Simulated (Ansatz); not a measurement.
BF2H3Si···H2O

```xyz
10

B    -0.4502    0.1643   -0.6485
O     1.1434    1.1459   -0.3978
F    -0.1597   -0.3445   -1.8693
F    -1.3081    1.2118   -0.6735
H     0.8801    2.0743   -0.3723
Si   -0.4431   -1.0742    0.9716
H     1.6589    1.0191   -1.2040
H     0.7670   -1.9435    0.9750
H    -0.4474   -0.2930    2.2406
H    -1.6410   -1.9602    0.9781
```

The product side of a reaction path; geometry: PBE0-D4/def2-TZVP.

Theory: RKS PBE0-D4/def2-TZVPP (Ansatz).

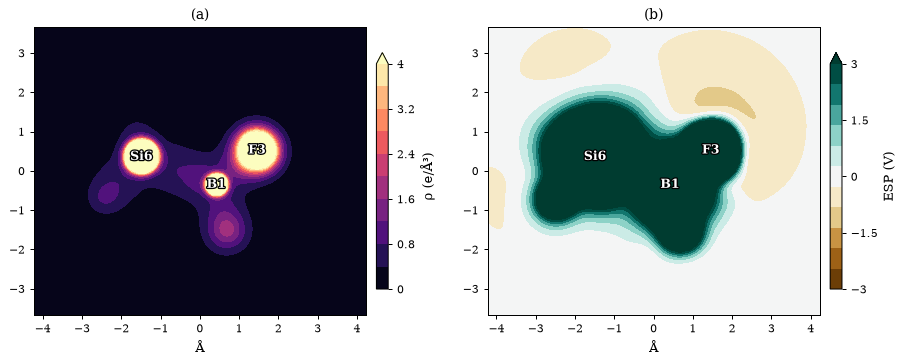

Figure 1. (a) electron density; (b) electrostatic potential on the plane of atoms F3, B1 and Si6.

**Describe what can be read from this map.**

Atoms in the plane: B, F and Si.
B–F (1.35 Å): ρ at the midpoint is about 2.1 e/Å³.
Si–B (2.04 Å): ρ is about 0.81 e/Å³ halfway.
Outside the dense part of the complex the potential is most negative (−1.0 V) near F3.

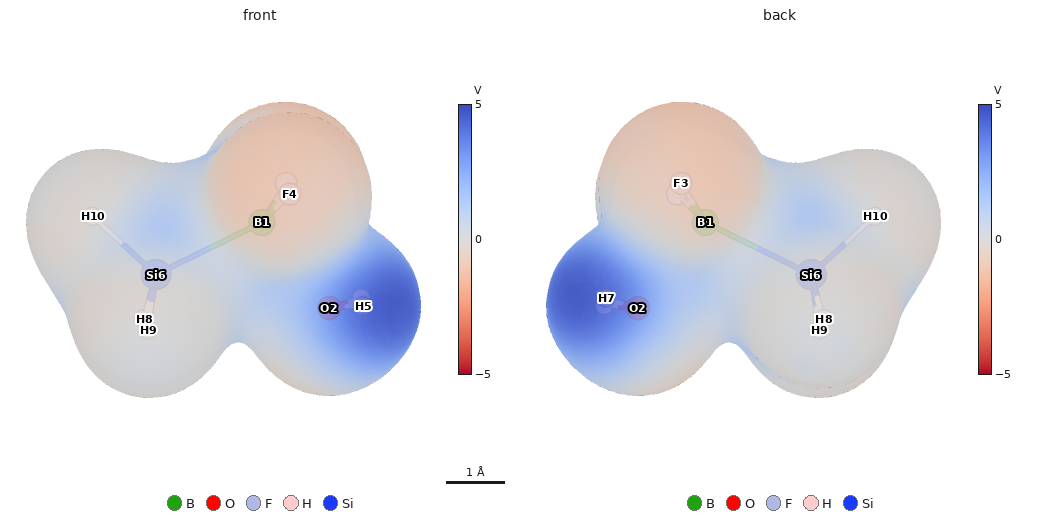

Figure 2. The molecular electrostatic potential painted on the density surface at 0.004 e/bohr³, seen from the front and from behind; red is negative and blue positive.

**Where is the surface potential most negative and most positive?**

The most negative region (about −1.0 V, or −23 kcal/mol for a unit charge) lies over F3 and F4, the most positive (about +4.5 V, or +104 kcal/mol for a unit charge) over H5 and H7.

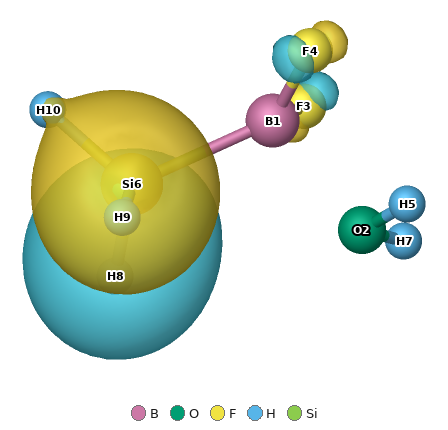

Figure 3. The HOMO−1 at ±0.1 Å⁻³ᐟ² (yellow and cyan are the two phases), seen at a tilt.

**What is the character of this orbital?**

It lies mainly on Si6 (about 40 %), H8 (about 25 %) and H9 (about 25 %). Its energy is −9.36 eV.
